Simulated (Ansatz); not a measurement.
## Phonon calculation, with input and output: CH6AlNSi

The run: phonon calculation of CH6AlNSi. Method and program: RKS CAM-B3LYP-D4/def2-SVP (Ansatz 0.2.0).

It belongs to a series of runs on one base structure; here: vibrations at the highest image of the band.

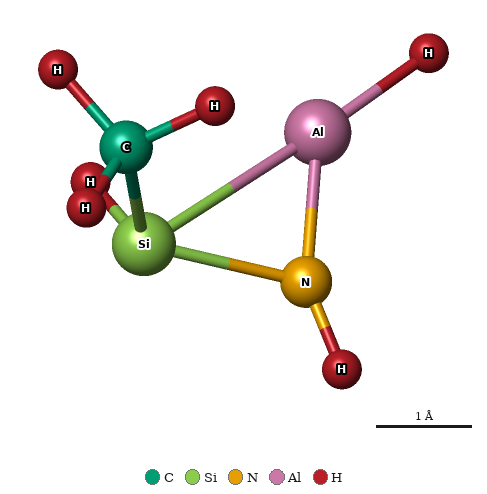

*The structure (ball-and-stick view, seen at a tilt). Sticks mark near contacts.*

Input file:
```yaml
crystal:
  periodic: [false, false, false]
  atoms:
    - { symbol: C, position_ang: [-1.589637, 0.304783, -0.340708] }
    - { symbol: Si, position_ang: [-0.304088, -0.831271, 0.502083] }
    - { symbol: "N", position_ang: [1.145329, 0.029973, 1.160021] }
    - { symbol: Al, position_ang: [1.835208, -0.019836, -0.436383] }
    - { symbol: H, position_ang: [-1.902997, -0.150471, -1.293228] }
    - { symbol: H, position_ang: [-2.485323, 0.383248, 0.29339] }
    - { symbol: H, position_ang: [-1.235454, 1.325346, -0.54383] }
    - { symbol: H, position_ang: [0.272227, -1.903309, -0.383465] }
    - { symbol: H, position_ang: [1.228406, 0.216876, 2.149473] }
    - { symbol: H, position_ang: [3.119327, 0.593561, -1.104355] }
basis:
  gaussian: { orbitals: def2-SVP }
hamiltonian:
  xc: cam_b3lyp
  dispersion: d4
phonons: {}
```

Hardware: 2 threads of Arm Neoverse V1, 24 GiB of memory available, shared host.

Run as:
```bash
ansatz run input.yaml --threads 2 --pin off --max-ram 3072MiB --backend cpu --events-out ev --progress --plain --runs-dir out
```

Output:
```
Engine: ansatz 0.2.0, aarch64-unknown-linux-gnu
Functional definition: CAM-B3LYP
  parameter alpha = 0.19
  parameter beta = 0.46
  parameter omega = 0.33/bohr
  parameter ac = 0.81
  exchange = (1 - alpha - beta)*b88_x + beta*b88_x_sr(omega) + alpha*exact_x + beta*exact_x_lr(omega)
  correlation = (1 - ac)*vwn5_c + ac*lyp_c
991 factors; integrals over basis functions are off by at most 3.3e-4 eV
383 factors; integrals over basis functions are off by at most 9.4e-7 eV
mean field evaluation 1: about -17081.2547 eV, gradient 6.3e1 eV
mean field evaluation 2: about -17068.2876 eV, gradient 9.2e1 eV
mean field evaluation 4: about -17089.9221 eV, gradient 4.9e0 eV
mean field evaluation 8: about -17089.9944 eV, gradient 2.4e-1 eV
mean field evaluation 16: about -17089.9947 eV, gradient 2.2e-4 eV
mean field -17089.99473294 eV, -628.0457224211 hartree, gradient 5.2e-5 eV, S^2 0.000000; 0 other end points of the search recorded, 0 dependent functions left out
the calculation of the forces begins
reference -17089.99486441 eV, -628.0457272527 hartree; 23, 23 occupied and 71, 71 virtual orbitals, 991 factors
these checks for a lower state are left out or cut short: stability, starts, cluster_reference, orbital_swaps, neighbouring_geometries, increment
991 factors; integrals over basis functions are off by at most 3.3e-4 eV
383 factors; integrals over basis functions are off by at most 9.4e-7 eV
mean field -17089.99457542 eV, -628.0457166323 hartree, gradient 1.3e-6 eV, S^2 0.000000; 0 other end points of the search recorded, 0 dependent functions left out
[... from here on the field's lines of each further geometry are left out, up to the last ...]
the calculation of the forces begins
reference -17089.99484794 eV, -628.0457266472 hartree; 23, 23 occupied and 71, 71 virtual orbitals, 991 factors
these checks for a lower state are left out or cut short: stability, starts, cluster_reference, orbital_swaps, neighbouring_geometries, increment
991 factors; integrals over basis functions are off by at most 3.3e-4 eV
383 factors; integrals over basis functions are off by at most 9.5e-7 eV
mean field -17089.99472929 eV, -628.0457222870 hartree, gradient 7.2e-6 eV, S^2 0.000000; 0 other end points of the search recorded, 0 dependent functions left out
the calculation of the forces begins
reference -17089.99486077 eV, -628.0457271187 hartree; 23, 23 occupied and 71, 71 virtual orbitals, 991 factors
WARN: phonons: modes at or below zero, which the zero-point energy, F, S and C_V leave out: 1, the lowest at -742.88 cm⁻¹. A minimum has none, and a first-order saddle one
Total energy: -17090.17894084 eV, -628.0524919365 hartree
Atom 0 at    -1.589637     0.304783    -0.340708 Å, force     0.000054    -0.000054     0.000048 eV/Å
Atom 1 at    -0.304088    -0.831271     0.502083 Å, force     0.000005     0.000031    -0.000016 eV/Å
Atom 2 at     1.145329     0.029973     1.160021 Å, force    -0.000051    -0.000017     0.000068 eV/Å
Atom 3 at     1.835208    -0.019836    -0.436383 Å, force     0.000040    -0.000014    -0.000097 eV/Å
Atom 4 at    -1.902997    -0.150471    -1.293228 Å, force     0.000042     0.000009     0.000037 eV/Å
Atom 5 at    -2.485323     0.383248     0.293390 Å, force    -0.000003     0.000001     0.000005 eV/Å
Atom 6 at    -1.235454     1.325346    -0.543830 Å, force    -0.000048     0.000037    -0.000059 eV/Å
Atom 7 at     0.272227    -1.903309    -0.383465 Å, force    -0.000027     0.000003     0.000002 eV/Å
Atom 8 at     1.228406     0.216876     2.149473 Å, force    -0.000011    -0.000006    -0.000006 eV/Å
Atom 9 at     3.119327     0.593561    -1.104355 Å, force    -0.000000     0.000010     0.000018 eV/Å
Dipole moment:     0.117578     0.154077    -0.039018 e Å
Vibrations: -742.88 107.38 143.51 245.57 323.53 387.13 451.51 516.65 633.62 730.65 755.04 824.15 868.97 899.11 980.77 1272.67 1432.41 1462.53 1975.98 2154.46 3054.07 3142.03 3154.74 3671.14 cm⁻¹, zero-point energy 1.809401 eV
```

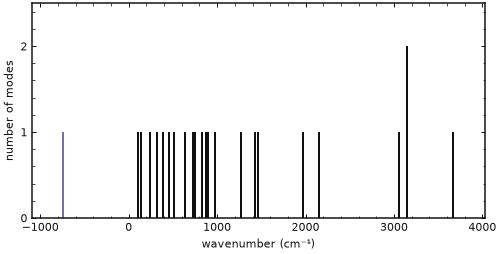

*Harmonic vibrational wavenumbers from the force constants; neighbouring modes closer than 20 cm⁻¹ are counted in one stick, and imaginary ones are drawn at negative wavenumbers.*

24 modes from 743i to 3671 cm⁻¹, 1 imaginary beyond 8i (743i cm⁻¹): a first-order saddle point, if the geometry is stationary.

Key numbers:

| quantity | value |
| --- | --- |
| outcome | converged |
| total energy | −17090.1789 eV |
| mean-field energy | −17089.9949 eV |
| largest force (length of the vector) | under 0.001 eV/Å |
| wall time | 1.7 min (CPU time 3.3 min) |
| peak memory | 0.23 GiB |
